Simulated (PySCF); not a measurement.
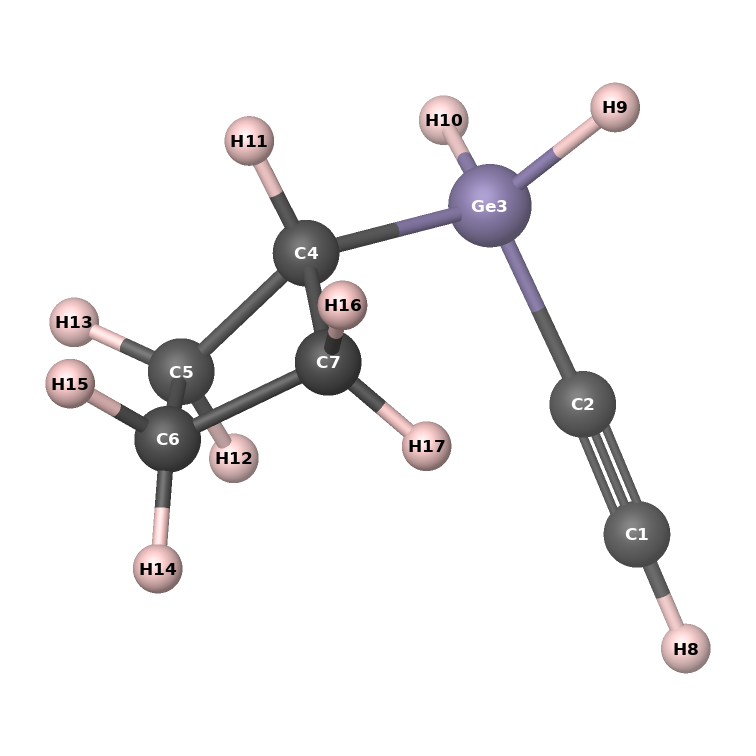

Computed geometry: PBE0-D3(BJ)/def2-SVP optimisation. No frequency run is at hand to confirm it as a minimum. Method: TDDFT CAM-B3LYP/def2-SVPD, vertical, gas phase, core orbitals frozen in the response (PySCF 2.14.0), and the same with a continuum solvent (IEF-PCM, Bondi radii x 1.2, gas-phase geometry).

How do dipole (D), HOMO–LUMO gap (eV), lowest singlet (eV) change in chloroform (ε = 4.7)?

| medium | dipole (D) | HOMO–LUMO gap (eV) | lowest singlet (eV) |
| --- | --- | --- | --- |
| gas phase | 0.98 | 10.04 | 6.12 |
| chloroform | 1.20 | 10.05 | 6.18 |
